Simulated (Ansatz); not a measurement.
# Abstraction of Cl: SnH2Cl2 + C2H4ClSi → SnH2Cl + C2H4Cl2Si

Species: SnH2Cl2 `[Cl][SnH2][Cl]`, singlet; C2H4ClSi `C=C[SiH]Cl`, doublet; SnH2Cl `[Cl][SnH2]`, doublet; C2H4Cl2Si `C=C[SiH](Cl)Cl`, singlet. A radical takes Cl: the energy is the difference in strength between the Sn–Cl bond broken and the Si–Cl bond made.

Shapes, held fixed at every level: PBE0-D4/def2-TZVP. Flexible molecules stand in one conformer, not always the lowest. Programs: Ansatz 0.2.0. The zero-point and thermal change to 298 K, harmonic and unscaled (PBE0-D4/def2-TZVP), is +0.6 kJ/mol.

```json
{"level": "MP2/def2-SVP", "kind": "perturbation theory", "ΔH(298 K) (kJ/mol)": "-96.7", "less CCSD(T)/def2-TZVPP": "-13.6"}
{"level": "MP2/def2-TZVPP", "kind": "perturbation theory", "ΔH(298 K) (kJ/mol)": "-101.4", "less CCSD(T)/def2-TZVPP": "-18.3"}
{"level": "r2SCAN-D4/def2-TZVPP", "kind": "meta-GGA", "ΔH(298 K) (kJ/mol)": "-77.5", "less CCSD(T)/def2-TZVPP": "+5.6"}
{"level": "B3LYP-D4/def2-TZVPP", "kind": "global hybrid", "ΔH(298 K) (kJ/mol)": "-81.8", "less CCSD(T)/def2-TZVPP": "+1.3"}
{"level": "PBE0-D4/def2-TZVPP", "kind": "global hybrid", "ΔH(298 K) (kJ/mol)": "-78.4", "less CCSD(T)/def2-TZVPP": "+4.7"}
{"level": "r2SCAN0-D4/def2-TZVPP", "kind": "global hybrid", "ΔH(298 K) (kJ/mol)": "-79.8", "less CCSD(T)/def2-TZVPP": "+3.3"}
{"level": "CCSD(T)/def2-SVP", "kind": "coupled cluster or CI", "ΔH(298 K) (kJ/mol)": "-78.6", "less CCSD(T)/def2-TZVPP": "+4.5"}
{"level": "CCSD(T)/def2-TZVPP", "kind": "coupled cluster or CI", "ΔH(298 K) (kJ/mol)": "-83.1", "less CCSD(T)/def2-TZVPP": "0.0"}
```

The highest level, CCSD(T)/def2-TZVPP, gives ΔH(298 K) = -83.1 kJ/mol; the levels span -101.4 to -77.5. The column of differences is taken from that level and isn't an error. No measured value is set beside it here. Spin contamination: C2H4ClSi (⟨S²⟩ up to 0.87). Open shells run unrestricted. For atoms past krypton def2 sets carry core potentials with scalar relativity. Outer-core shells of Sn are correlated in most correlated rows, in sets that cover them unevenly.

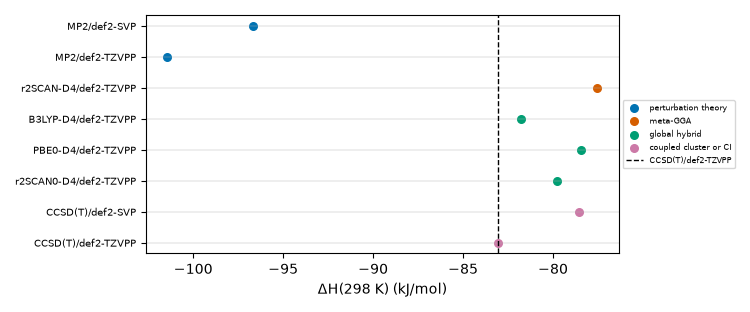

The values of the table, level by level.
